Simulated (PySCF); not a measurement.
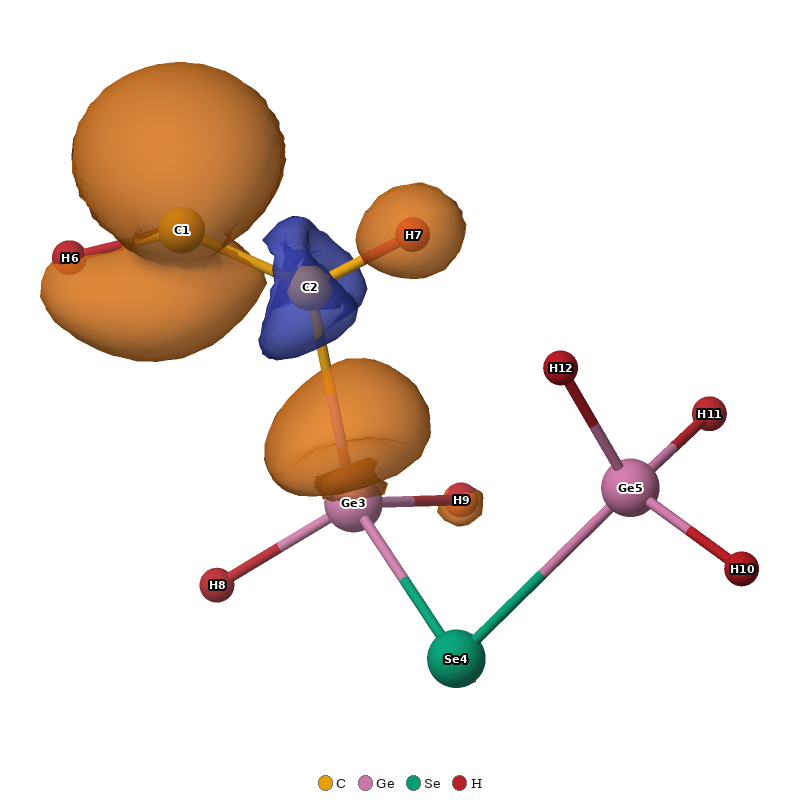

Figure. C2H7Ge2Se, doublet, SMILES `[CH]=[CH][GeH2][Se][GeH3]`. Spin density ρα − ρβ at ±0.03 e/Å³ (orange: excess α, blue: excess β).

Computed with PySCF, B3LYP/def2-TZVP, geometry: GFN2-xTB. No frequency check shows the geometry to be a minimum. The stability of the open-shell solution wasn't checked. GFN2-xTB bond lengths at metals and heavier atoms can be off by up to 0.1 Å and shapes distorted, which carries into these values. GFN2-xTB doesn't know the spin state, so this open-shell geometry is rough.

The calculation's input:

```python
import numpy as np
from pyscf import gto, scf, dft
from pyscf.scf import atom_ks, atom_hf
from scipy.linalg import block_diag

def solve(mol, dm0=None, hcore=None):
    mf = (dft.UKS if mol.spin else dft.RKS)(mol, xc='b3lyp')
    mf.grids.level = 3
    mf = mf.density_fit(auxbasis='def2-universal-jkfit')
    mf.conv_tol, mf.max_cycle = 1e-8, 80
    if hcore is not None:
        mf.get_hcore = lambda *args: hcore
    mf.kernel(dm0)
    if not mf.converged:
        mf = mf.newton().run(mf.mo_coeff, mf.mo_occ, max_cycle=30)
    assert mf.converged, 'SCF not converged'
    return mf

mol = gto.M(atom='''
C      3.08151    -1.66324     0.86941
C      2.04859    -1.44247     0.16994
Ge     1.43542     0.45249    -0.42566
Se    -0.69189     1.11418     0.38058
Ge    -1.75593    -0.88995    -0.12526
H      3.86897    -1.14315     1.36228
H      1.36040    -2.17813    -0.22151
H      2.39445     1.56716    -0.00926
H      1.40371     0.51796    -1.96384
H     -3.23392    -0.65685    -0.05495
H     -1.40275    -1.37678    -1.50707
H     -1.39065    -1.97929     0.84800
''', basis='def2-tzvp', charge=0, spin=1, verbose=4)
mf = solve(mol)
mf.analyze()
# spherically averaged free atoms, for the promolecule
atm = atom_ks.get_atm_nrks(mol, xc='b3lyp')
pro = block_diag(*[(atm[a[0]][2] * atm[a[0]][3]) @ atm[a[0]][2].T for a in mol._atom])
np.savez('result.npz', e=mf.e_tot, c=mf.mo_coeff, occ=mf.mo_occ, eps=mf.mo_energy, pro=pro, dip=mf.dip_moment(verbose=0), s2=mf.spin_square()[0])
```

Command:

```sh
OMP_NUM_THREADS=1 python input.py
```

The run took 3.2 min on 1 thread of Intel(R) Xeon(R) Processor @ 2.50GHz (Skylake/Cascade Lake), with other jobs on the host, peak memory 1.1 GiB.

Partitions, critical points and surface values were worked out afterwards from this run's density.

**How is the spin shared among the atoms?**

Hirshfeld spin populations: C1 +0.69, Ge3 +0.11, H6 +0.07 and Se4 +0.04. ⟨S²⟩ = 0.76, against 0.75 for a pure state. The picture also shows regions of β spin from spin polarisation; the Hirshfeld sums, whose atoms overlap, net them against the α spin of neighbours.
